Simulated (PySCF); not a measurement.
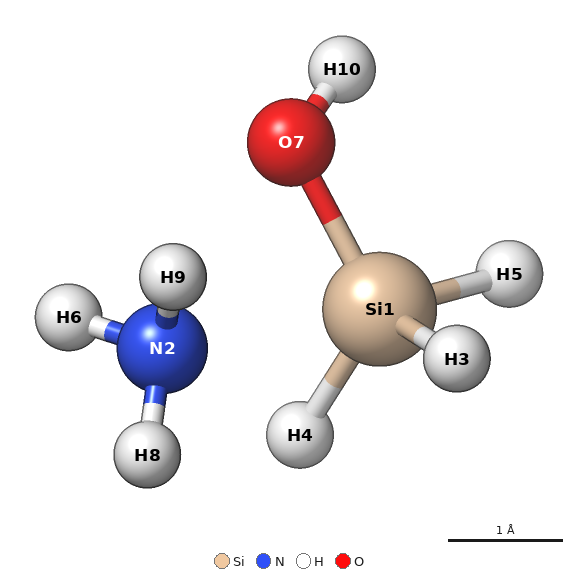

The atoms are numbered. The geometry was computed by an optimisation with PBE0-D4/def2-TZVP. No frequency run is at hand to confirm it as a minimum.

Which atoms are bonded, and how long are the bonds?

```csv
bond,length (Å)
Si1–H3,1.486
Si1–H4,1.486
Si1–H5,1.510
Si1–O7,1.670
N2–H6,1.013
N2–H8,1.013
N2–H9,1.012
O7–H10,0.959
```
